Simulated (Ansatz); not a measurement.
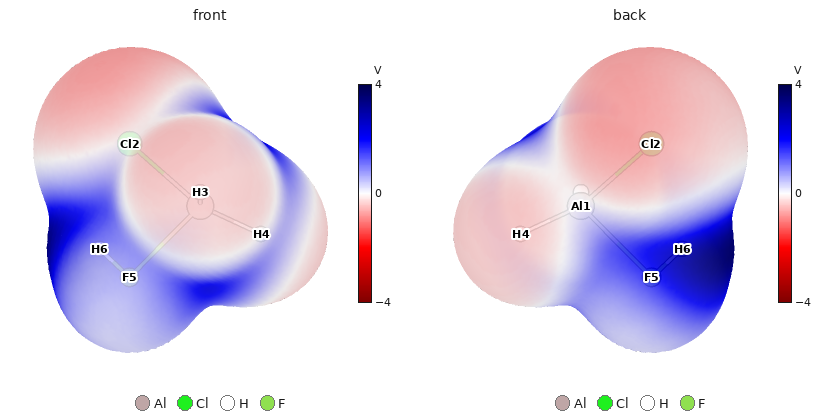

The picture shows: AlClFH3. The molecular electrostatic potential painted on the density surface at 0.002 e/bohr³, seen from the front and from behind; the colour scale runs from red (negative) to blue (positive).

All numbers below come from RKS B3LYP-D4/6-31G* (Ansatz 0.2.0).

The calculation's input:

```
crystal:
  periodic: [false, false, false]
  atoms:
    - { symbol: Al, position_ang: [-0.009663, 0.27133, -0.025877] }
    - { symbol: Cl, position_ang: [-0.013246, 0.414058, 2.175332] }
    - { symbol: H, position_ang: [1.40429, 0.309183, -0.712339] }
    - { symbol: H, position_ang: [-1.423688, 0.281661, -0.716822] }
    - { symbol: F, position_ang: [0.088989, -2.448732, 0.907812] }
    - { symbol: H, position_ang: [0.098619, -2.1237, 1.782692] }
basis:
  gaussian: { orbitals: "6-31G*" }
hamiltonian:
  xc: b3lyp
  dispersion: d4
relax:
  f_tol: 0.03
  max_steps: 50
output:
  orbitals: {}
```

Launched as:

```sh
ansatz run input.yaml --threads 1 --pin off --max-ram 2048MiB --backend cpu --events-out ev --progress --plain --runs-dir out
```

The fields are those of the relaxed geometry.

### Which sites attract a positive test charge, and which a negative one?

A positive charge is drawn to the negative regions and a negative charge to the positive ones. The most negative region (about −0.7 V) lies over Cl2, the most positive (about +3.5 V) over H6.
